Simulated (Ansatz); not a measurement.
One crystal and one scan (frozen-phonon scan) at two levels, PBE (plane waves to 420 eV, PAW, scalar-relativistic; Ansatz, a program for electronic structure) and r2SCAN (plane waves to 500 eV, PAW, scalar-relativistic; Ansatz), each from its own relaxed cell and on its own mesh. The cell shown is that of PBE.

Zr (hcp, Mg type)

```xyz
4
Lattice="6.4625 0.0000 0.0000 -1.6156 2.7984 0.0000 0.0000 0.0000 5.1732" Properties=species:S:1:pos:R:3 pbc="T T T"
Zr     0.0000     1.8656     3.8799
Zr     3.2313     1.8656     3.8799
Zr     1.6156     0.9328     1.2933
Zr     4.8469     0.9328     1.2933
```

The atoms are displaced by Q × the pattern below (from a DFPT mode at M = (0.5, 0.0, 0.0), largest move 1; Q in Å), at fixed cell. (q is in reciprocal vectors of the primitive cell; the cell shown is doubled to hold the pattern.)

```json
[
 {"atom": "Zr1", "x": "0.000", "y": "0.000", "z": "1.000"},
 {"atom": "Zr2", "x": "0.000", "y": "0.000", "z": "-1.000"},
 {"atom": "Zr3", "x": "0.000", "y": "0.000", "z": "1.000"},
 {"atom": "Zr4", "x": "0.000", "y": "0.000", "z": "-1.000"}
]
```

Zr is run without spin polarisation. Zr was relaxed with its symmetry unable to fall. With partly filled bands, energies and forces of such displacements shift with the k mesh and the smearing. Percentages come from the unrounded values.

```json
[
 {"quantity": "Lattice constant a (Å)", "PBE": "3.231", "r2SCAN": "3.246", "PBE − r2SCAN": "-0.015 (-0.5 %)"},
 {"quantity": "Lattice constant c (Å)", "PBE": "5.173", "r2SCAN": "5.151", "PBE − r2SCAN": "+0.022 (+0.4 %)"},
 {"quantity": "Relaxed volume (Å³/atom)", "PBE": "23.39", "r2SCAN": "23.50", "PBE − r2SCAN": "-0.11 (-0.5 %)"},
 {"quantity": "Harmonic wavenumber from the curvature (finite differences) (cm⁻¹ (negative: imaginary))", "PBE": "78", "r2SCAN": "83", "PBE − r2SCAN": "-5 (-6 %)"}
]
```

PBE gives the higher value for: lattice constant c. PBE gives the lower value for: lattice constant a; harmonic wavenumber from the curvature. They agree on: relaxed volume (within 0.6 %). Both give the same shape of the curve: a single well with its minimum at or next to zero displacement.

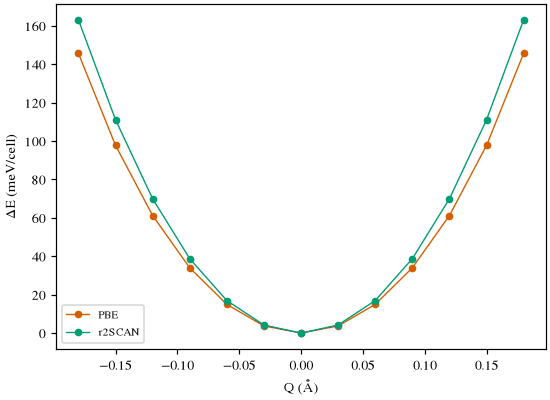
Fig. 1. ΔE, each from the undisplaced structure of its own level.

(For displaced atoms, the force is minus the slope of the energy, and its curvature is a force constant, which sets phonon frequencies.)
